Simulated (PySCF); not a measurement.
**SiH (doublet): density, localisation and related maps**

```yaml
atoms:
  - { symbol: Si, position_ang: [0.0000, 0.0000, -0.0533] }
  - { symbol: H, position_ang: [0.0000, 0.0000, 1.4787] }
```

These are results of PBE0/def2-TZVPPD, non-relativistic Hamiltonian with scalar-relativistic core potentials where named, at a bond length of 1.532 Å in PySCF, not measurements.

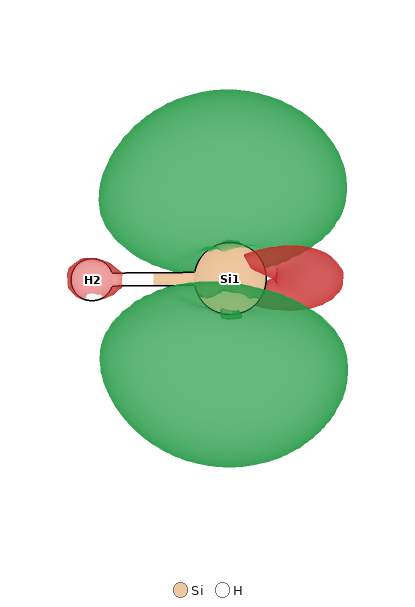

Figure 1. Isosurfaces of the spin density (α minus β) at +0.015 (green) and −0.015 e/Å³ (red), seen from one side.

Describe the spin distribution.

The unpaired spin (1 electron) lies mostly on Si1 (about 1.0), in electrons by Hirshfeld's partition.

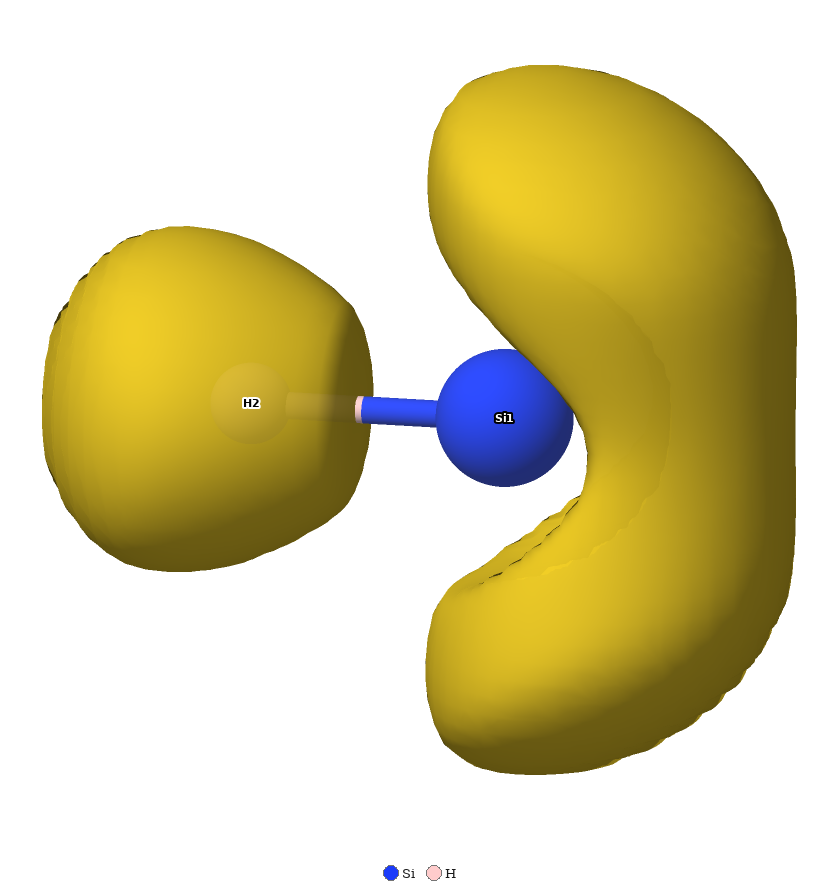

Figure 2. Isosurface of the ELF at 0.9 (yellow), seen from one side. Only the valence region is drawn (cores and ρ < 0.01 e/Å³ removed).

Where are the electrons localised?

The ELF exceeds this value in one region around a hydrogen nucleus and one ring or bowl of non-bonding electrons around Si. Along the contacts the grid gives the following. Si–H (1.53 Å): the ELF climbs to about 1 towards the hydrogen, as it does in any bond to H.

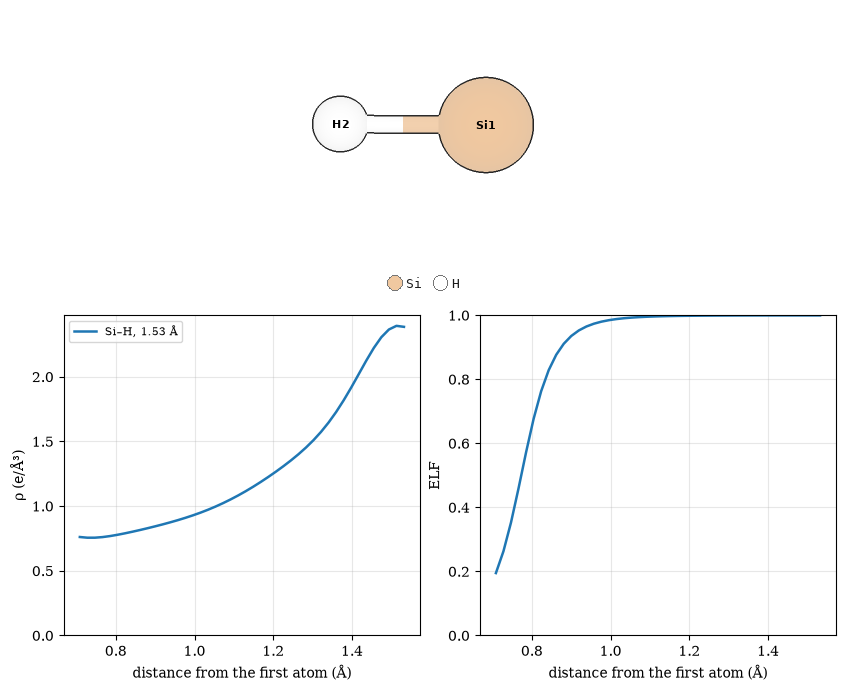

Figure 3. Electron density and electron localisation function along straight lines between neighbouring atoms. The curves leave out the atomic cores. The structure is drawn too.

What can be read from the curves?

Si–H (1.53 Å): ρ is about 0.76 e/Å³ halfway; the ELF climbs to about 1 towards the hydrogen.
